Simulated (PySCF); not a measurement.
**C5H15BOSi: density, localisation and related maps**

Input file:

```
{"job": {"kind": "nmr", "xc": "PBE0", "basis": "pcSseg-1"}, "charge": 0, "multiplicity": 1}
B     -1.309222    -0.685053     1.184232
C     -1.148382    -0.173073    -0.243604
C     -1.276068    -1.166208    -1.394120
O     -1.700290     1.074470    -0.706890
C     -2.547140     1.769225     0.160668
Si     0.690592     0.489968    -0.137730
C      2.022141    -0.760660     0.390674
C      3.424762    -0.176172     0.277193
H     -1.032594    -1.803965     1.389624
H     -1.634594    -0.003590     2.077347
H     -0.672849    -2.049261    -1.203992
H     -0.961615    -0.708157    -2.329547
H     -2.315264    -1.474805    -1.503809
H     -3.372077     1.134822     0.504805
H     -2.943839     2.609012    -0.411049
H     -2.012712     2.154205     1.035996
H      0.695074     1.652954     0.759134
H      0.939948     0.961015    -1.505216
H      1.853442    -1.082592     1.420075
H      1.966457    -1.660990    -0.223968
H      3.523956     0.697410     0.915595
H      3.626791     0.131989    -0.745177
H      4.178730    -0.903560     0.572779
```

Command:

```sh
OMP_NUM_THREADS=1 python probes_run.py task.json out
```

Geometry: GFN2-xTB.

Level of theory: PBE0/pcSseg-1, SCF density, gas phase, non-relativistic (PySCF 2.14.0).

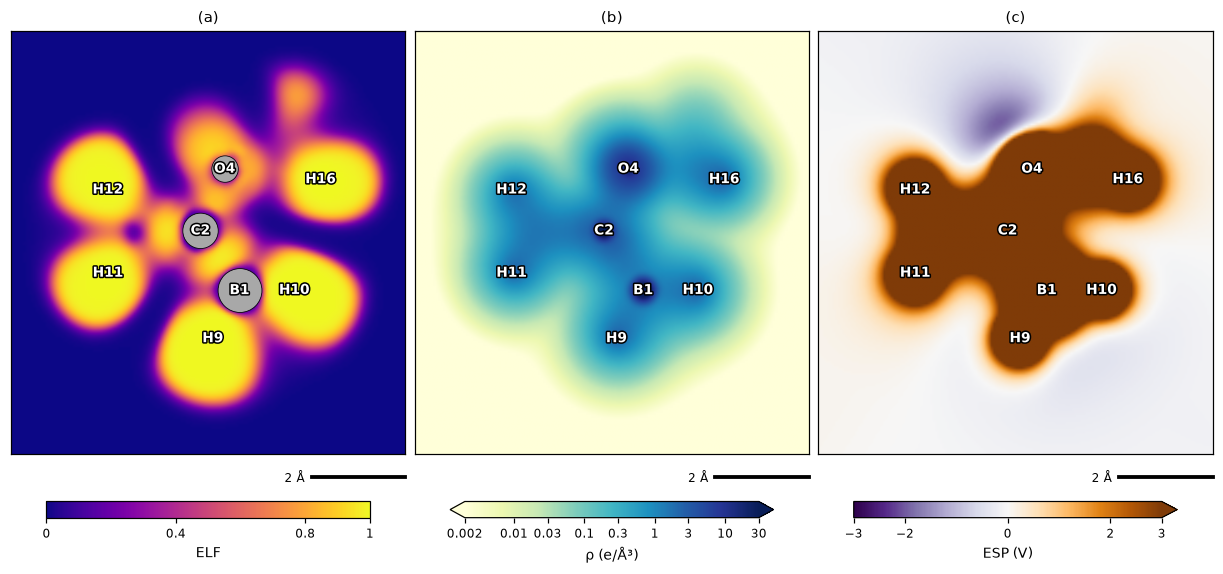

Figure 1. (a) electron localisation function; (b) total electron density; (c) molecular electrostatic potential on the plane of atoms H9, B1 and H10. Grey discs cover the atomic cores in the ELF map.

**What do the fields say about this system?**

The section cuts through B, C, O and H sites.
C–B (1.53 Å): ρ is about 1.5 e/Å³ halfway; the ELF peaks at about 0.95 between the atoms, as expected for a covalent bond.
C–O (1.44 Å): ρ at the midpoint is about 1.9 e/Å³, with its minimum of 1.6 e/Å³ about 0.5 Å from C; the ELF peaks at about 0.85 between the atoms (a polar covalent bond).
The ELF also peaks beside O4, away from the bonds: lone-pair regions.
Outside the dense part of the molecule the potential is most negative (−2.0 V) near O4.

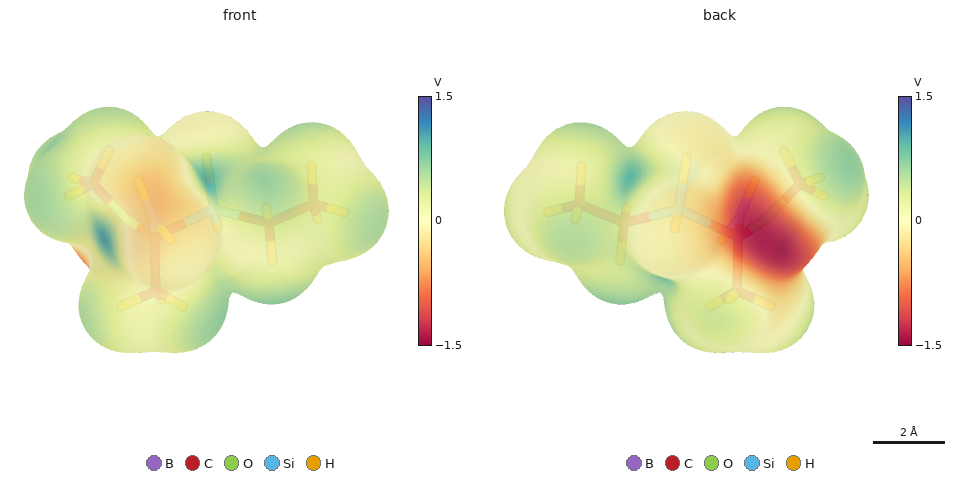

Figure 2. The molecular electrostatic potential painted on the density surface at 0.002 e/bohr³, seen from the front and from behind; red is negative and blue positive.

**Describe the electrostatic potential map.**

The most negative region (about −1.4 V) lies over O4, the most positive (about +0.9 V) over B1 and Si6. O4 is the likeliest acceptor of a hydrogen bond.
